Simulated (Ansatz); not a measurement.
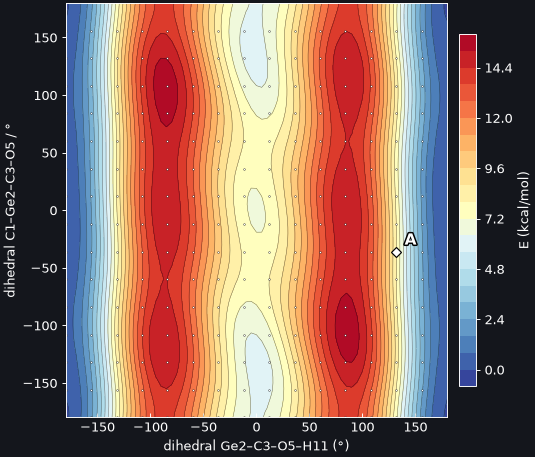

C2H6GeO2, SMILES [CH3][GeH2][C](=O)O. The first coordinate is: dihedral Ge2–C3–O5–H11; the second: dihedral C1–Ge2–C3–O5. Nothing is relaxed (all other coordinates rigid). Grid: 15 × 15 points. Points are written as (first, second). Energies are in kcal/mol, from the relaxed molecule at the same level. Method: RKS B3LYP-D4/def2-SVP (Ansatz).

In the figure: filled contours, dots at the grid points, the point A. Between grid points the surface is interpolated.

Q: Is A at rest? If not, where is it pushed?

A: A, at (132°, −36°), is not a stationary point. The computed force is 0.25 kcal/mol for each degree towards larger values of dihedral Ge2–C3–O5–H11 and nearly zero along dihedral C1–Ge2–C3–O5.
